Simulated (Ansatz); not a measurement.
## How methods differ on [BNH4]− (SMILES [BH2-]N)

The species is [BNH4]− (6 atoms), meant as a doublet with charge -1. As SMILES, `[BH2-]N`. The coordinates come from a GFN2-xTB relaxation.

```xyz
6

B    -0.4092   -0.6844    0.1812
N    -0.1751    0.8689    0.0985
H     0.6202   -1.3231    0.5739
H    -0.8077   -1.1319   -0.9153
H     0.2962    1.1340   -0.7764
H     0.4756    1.1365    0.8381
```

Quantity: the energy change with the B1–H3 bond stretched from 1.274 to 3.184 Å, in eV. The values are calculated.

| level | kind | program | value (eV) | less FCI/STO-3G | CPU time (all runs) |
| --- | --- | --- | --- | --- | --- |
| U-revPBE/STO-3G | GGA | Ansatz | 4.51 | -1.23 | 3.4 s |
| U-r2SCAN/STO-3G | meta-GGA | Ansatz | 4.88 | -0.86 | 5.2 s |
| U-r2SCAN0/STO-3G | hybrid meta-GGA | Ansatz | 5.28 | -0.46 | 8.6 s |
| UB3LYP/STO-3G | global hybrid | Ansatz | 4.86 | -0.88 | 2.4 s |
| UB2PLYP/STO-3G | double hybrid | Ansatz | 5.35 | -0.39 | 4.5 s |
| RPA@PBE/STO-3G | RPA | Ansatz | 4.31 | -1.43 | 4.6 s |
| UMP2/STO-3G | perturbation theory | Ansatz | 5.83 | +0.09 | 0.17 s |
| UBCCD(T)/STO-3G | coupled cluster or CI | Ansatz | 5.80 | +0.06 | 0.51 s |
| FCI/STO-3G | exact in the basis | Ansatz | 5.74 | 0.00 | 19 s |

FCI/STO-3G is exact within its basis and frozen core, so for wave-function methods in that basis the difference is their error; functionals converge differently with the basis, so for them it is only a difference. Sets without diffuse functions describe the anion poorly. The first shape isn't each level's own minimum. The values span 4.31 to 5.83 eV. Spin contamination of the reference (⟨S²⟩ at least 0.1 too high) touches U-revPBE/STO-3G, U-r2SCAN/STO-3G, U-r2SCAN0/STO-3G, UB3LYP/STO-3G, UB2PLYP/STO-3G, RPA@PBE/STO-3G, UMP2/STO-3G, UBCCD(T)/STO-3G. All rows use very small basis sets, so even the best lies far from the true value. CPU times are rough (shared hosts, several kinds of processor): they show what a rung costs within a factor of a few.

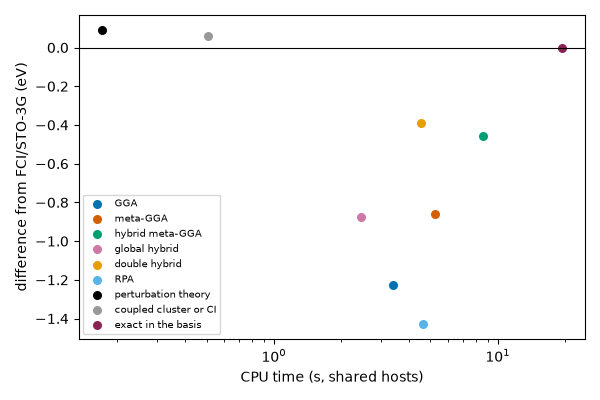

Difference from FCI/STO-3G against processor time, one point a level.
